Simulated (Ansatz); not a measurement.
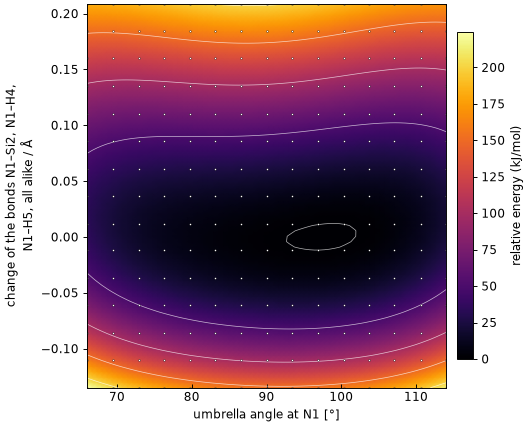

ClH4NSi, SMILES N[SiH2]Cl. 
- Coordinates scanned: (1) umbrella angle at N1 (between each of its bonds and their common axis; 90 is planar); (2) change of the bonds N1–Si2, N1–H4, N1–H5, all alike.
- Nothing is relaxed (all other coordinates rigid).
- The scan uses a 15 × 15 grid.
- Points are written as (first, second).
- All energies are given in kJ/mol relative to the lowest grid point.
- This map comes from Ansatz 0.2.0, RHF/def2-TZVP.

The picture shows a smooth colour map with a few white contour lines, dots at the grid points. Between grid points the surface is interpolated.

The lowest grid point is at (96.9°, −0.012 Å). It is the only kind of minimum in the scanned range. The highest grid point, (66.0°, −0.135 Å), lies 224 kJ/mol above the lowest. Round the minimum the valley is somewhat tilted: raising the first coordinate shifts the best value of the second coordinate upwards (coupling k₁₂/√(k₁₁k₂₂) about −0.2).

The level of theory is changed to RKS B3LYP-D4/def2-TZVP in Ansatz; with it change the reference geometry, relaxed at the new level; the new grid has 13 × 13 points, laid about the new relaxed structure.

Q: How does the landscape change?

A: The minimum (interpolated where it lies between grid points) moves from about (98°, 0.000 Å) to about (99°, 0.000 Å). The curvature at the minimum changes by less than a tenth (about 3) eV/rad² along the first coordinate and from about 136 to 121 eV/Å² along the second coordinate.

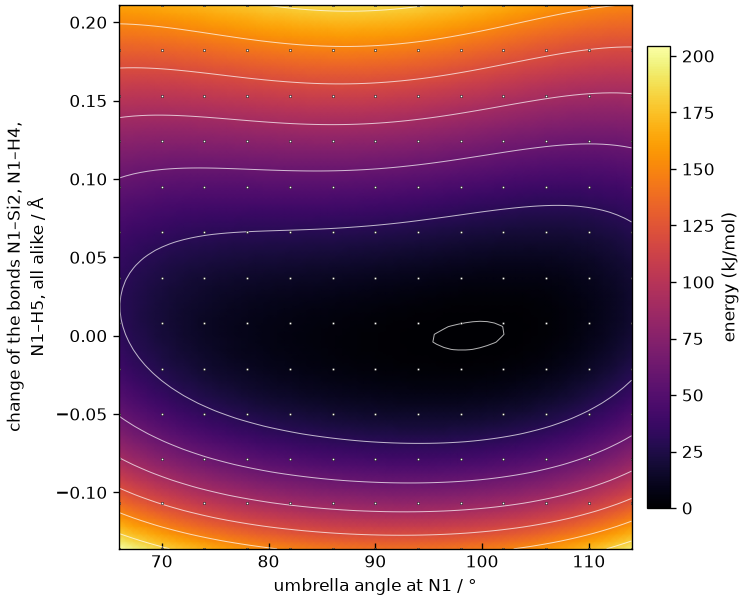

The map after the change, on a colour scale of its own. The picture shows a smooth colour map with a few white contour lines, dots at the grid points. Between grid points the surface is interpolated.
